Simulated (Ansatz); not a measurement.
Input

```
crystal:
  periodic: [false, false, false]
  atoms:
    - { symbol: Zr, position_ang: [0.0, 0.0, 0.0] }
    - { symbol: F, position_ang: [0.0, 0.0, 2.33] }
    - { symbol: F, position_ang: [1.8671, 0.0, -0.6593] }
    - { symbol: F, position_ang: [-0.9326, 1.6157, -0.6593] }
    - { symbol: F, position_ang: [-0.9326, -1.6157, -0.6593] }
    - { symbol: S, position_ang: [-2.7046, 0.0, 0.8987] }
    - { symbol: H, position_ang: [-3.4602, -0.8728, 0.1067] }
    - { symbol: H, position_ang: [-1.3065, 0.0, 2.1468] }
basis:
  gaussian: { orbitals: def2-SVP }
hamiltonian:
  xc: hf
relax:
  f_tol: 0.15
  max_steps: 25
  restrain:
    - { distance: [0, 5], at: 2.55, k: 30.0 }
    - { distance: [7, 1], at: 0.92, k: 30.0 }
    - { distance: [0, 1], at: 3.18, k: 30.0 }
    - { distance: [7, 5], at: 2.6, k: 30.0 }
output:
  orbitals: {}
```

Launched as:

```sh
ansatz run input.yaml --threads 2 --pin off --max-ram 3072MiB --backend cpu --events-out ev --progress --plain --runs-dir out
```

The fields are those of the run's last geometry, not of the input's.

Core potentials replace the inner electrons of Zr; not at a stationary point (largest force 0.6 eV/Å).

These are results of RHF/def2-SVP (Ansatz), not measurements.

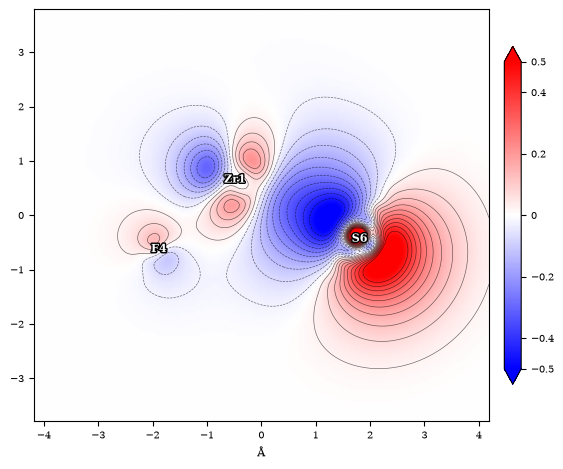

F3HSZr···HF. The HOMO−1 on the plane of atoms F4, Zr1 and S6 (values in Å⁻³ᐟ²; the overall sign is arbitrary).

Q: Describe this orbital and give its energy.

A: It lies mainly on S6 (about 80 %) and Zr1 (about 15 %). Its energy is −11.98 eV.
